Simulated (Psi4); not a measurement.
**OMP2/def2-SVPD (density fitting for correlation) run of CH4OS (SMILES C[SH]=O)**

What is the vertical ionisation energy of CH4OS at OMP2/def2-SVPD (density fitting for correlation)? 

The calculation is run with Psi4 1.11.

1 further run of the same task is left out (it didn't finish).

**1. Starting point**

CH4OS: 7 atoms, total charge 0, spin state singlet. SMILES: `C[SH]=O`. The shape is that of a GFN2-xTB optimisation.

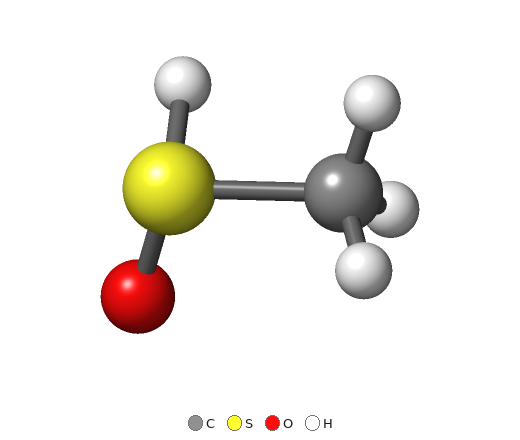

The structure, seen from a chosen angle (carbon grey, sulfur yellow, oxygen red, hydrogen white).

**2. The energy at OMP2/def2-SVPD (density fitting for correlation)**

File calc.py:

```python
import psi4

psi4.set_memory('1600 MB')
psi4.set_num_threads(1)
psi4.set_output_file('psi4.out', False)

m = psi4.geometry("""
C     -0.567460     0.406850    -0.269680
S      1.144530    -0.227530     0.037660
O      1.107370    -1.667200    -0.197910
H     -0.737340     0.392860    -1.341680
H     -1.286010    -0.236800     0.224540
H     -0.624340     1.421560     0.106570
H      0.963250    -0.089750     1.440500
units angstrom
symmetry c1
""")

psi4.set_options({
    'reference': 'rhf',
    'puream': True,
    'e_convergence': 1e-09,
    'd_convergence': 1e-08,
    'scf_type': 'pk',
    'num_frozen_docc': 7,
})

result, w = psi4.energy("omp2/def2-SVPD", return_wfn=True)
print('E =', round(result, 9))
```

Started as:

```
$ python calc.py
```

psi4.out, shortened:

```text
[...]
  Running in c1 symmetry.
[...]
  Nuclear repulsion =  117.382402185978123
[...]
  Multiplicity = 1
[...]
  Nalpha       = 17
  Nbeta        = 17
[...]
    Number of basis functions: 102
[...]
   @RHF iter   1:  -512.15467869858958   -1.24254e-01   5.40952e-03 ADIIS/DIIS
[...]
   @RHF iter  12:  -512.30902386033040   -1.09139e-11   7.59635e-09 DIIS
[...]
    Orbital Energies [Eh]
    ---------------------
    Doubly Occupied:
       1A    -92.064950     2A    -20.515000     3A    -11.277742
       4A     -9.081627     5A     -6.770154     6A     -6.768950
       7A     -6.767223     8A     -1.357968     9A     -1.028055
      10A     -0.864163    11A     -0.660395    12A     -0.627493
      13A     -0.600313    14A     -0.580803    15A     -0.546532
      16A     -0.430859    17A     -0.386272
[...]
  @RHF Final Energy:  -512.30902386033040
   => Energetics <=
    Nuclear Repulsion Energy =            117.3824021859781226
    One-Electron Energy =                -938.7258585584130515
    Two-Electron Energy =                 309.0344325121045017
    Total Energy =                       -512.3090238603303987
[...]
 Multipole Moments:
 ------------------------------------------------------------------------------------
     Multipole            Electronic (a.u.)      Nuclear  (a.u.)        Total (a.u.)
 ------------------------------------------------------------------------------------
 L = 1.  Multiply by 2.5417464519 to convert [e a0] to [Debye]
 Dipole X            :          3.5903357           -4.2493795           -0.6590439
 Dipole Y            :         -1.5359787            3.0090624            1.4730838
 Dipole Z            :         -0.3017824            0.6845709            0.3827886
 Magnitude           :                                                    1.6585662
[...]
	Warning: cc_lambda option is changed to TRUE
	For this residual convergence, default PCG convergence is:     1.00e-07
[...]
	DF-MP2 Total Energy (a.u.)         :  -512.80780776788424
[...]
	DF-MP2 Total Energy (a.u.)         :  -512.81842620732641
[...]
	DF-OMP2 Total Energy (a.u.)        :  -512.81842620730129
[...]
```

On the terminal:

```text
E = -512.818426207
```

Run time: 20 s. Hardware: 1 thread of Intel Xeon 6975P-C (Granite Rapids), shared host; peak memory 0.39 GiB.

**3. The doublet cation, same level**

File input.inp:

```
memory 1.6 GB

molecule molecule1 {
  1 2
  C     -1.07234399     0.76883507    -0.50962134
  S      2.16284824    -0.42996939     0.07116709
  O      2.09262602    -3.15055139    -0.37399570
  H     -1.39337066     0.74239781    -2.53540775
  H     -2.43020669    -0.44748715     0.42431910
  H     -1.17983161     2.68635907     0.20138811
  H      1.82027869    -0.16960292     2.72215048
  units bohr
  symmetry c1
  no_reorient
  no_com
}

set {
  basis           def2-SVPD
  reference       uhf
  puream          true
  e_convergence   1e-09
  d_convergence   1e-08
  scf_type        pk
  num_frozen_docc 7
  maxiter         200
}

energy('omp2')
```

Started as:

```
$ psi4 input.inp input.out -n 1
```

input.out, shortened:

```text
[...]
  Running in c1 symmetry.
[...]
  Nuclear repulsion =  117.382402388736580
[...]
  Multiplicity = 2
[...]
  Nalpha       = 17
  Nbeta        = 16
[...]
    Number of basis functions: 102
[...]
   @UHF iter   1:  -511.79046097780332    2.39964e-01   5.31559e-03 DIIS/ADIIS
[...]
   @UHF iter  23:  -512.00347575765500   -5.22959e-12   7.40447e-09 DIIS
[...]
   @S^2 Observed:                7.735697885E-01
[...]
  @UHF Final Energy:  -512.00347575765500
   => Energetics <=
    Nuclear Repulsion Energy =            117.3824023887365797
    One-Electron Energy =                -929.0286997550256274
    Two-Electron Energy =                 299.6428216086339944
    Total Energy =                       -512.0034757576549964
  UHF NO Occupations:
  HONO-2 :   15  A 1.9985561
  HONO-1 :   16  A 1.9913122
[...]
 Multipole Moments:
 ------------------------------------------------------------------------------------
     Multipole            Electronic (a.u.)      Nuclear  (a.u.)        Total (a.u.)
 ------------------------------------------------------------------------------------
 L = 1.  Multiply by 2.5417464519 to convert [e a0] to [Debye]
 Dipole X            :        -40.9446212           41.7293858            0.7847646
 Dipole Y            :         24.8947510          -24.6592441            0.2355069
 Dipole Z            :          4.4686760           -4.0985703            0.3701058
 Magnitude           :                                                    0.8990535
[...]
	Warning: cc_lambda option is changed to TRUE
	For this residual convergence, default PCG convergence is:     1.00e-07
[...]
	DF-SCS-MP2 Total Energy (a.u.)     :  -512.44089482073764
	DF-SOS-MP2 Total Energy (a.u.)     :  -512.43891344836925
[...]
	DF-SCS-OMP2 Total Energy (a.u.)    :  -512.45796681359695
	DF-SOS-OMP2 Total Energy (a.u.)    :  -512.41616528208397
	DF-SCS(N)-OMP2 Total Energy (a.u.) :  -512.19424324784586
[...]
	DF-OMP2 Total Energy (a.u.)        :  -512.46779752397890
[...]
```

Wall time 50 s (1 thread of Intel Xeon 6975P-C (Granite Rapids), shared host); peak memory 0.39 GiB.

**4. Summary of results**

At OMP2/def2-SVPD (density fitting for correlation), 7 core orbitals frozen:

```
                                                                  quantity          value
                                               singlet CH4OS: total energy  -512.81843 Eh
                        singlet CH4OS: HOMO energy (Hartree–Fock orbitals)      -10.51 eV
                        singlet CH4OS: LUMO energy (Hartree–Fock orbitals)        1.93 eV
                      singlet CH4OS: HOMO–LUMO gap (Hartree–Fock orbitals)       12.44 eV
                singlet CH4OS: correlation energy (7 core orbitals frozen)     -509.4 mEh
                                              doublet cation: total energy  -512.46780 Eh
doublet cation: HOMO energy (Hartree–Fock orbitals) (highest over α and β)      -19.67 eV
 doublet cation: LUMO energy (Hartree–Fock orbitals) (lowest over α and β)       -6.23 eV
               doublet cation: correlation energy (7 core orbitals frozen)     -464.3 mEh
                         doublet cation: ⟨S²⟩ of the reference determinant          0.774
                        vertical ionisation energy (to the doublet cation)       9.541 eV
```

What this shows: Removing an electron at fixed nuclei costs 9.54 eV (220 kcal/mol).
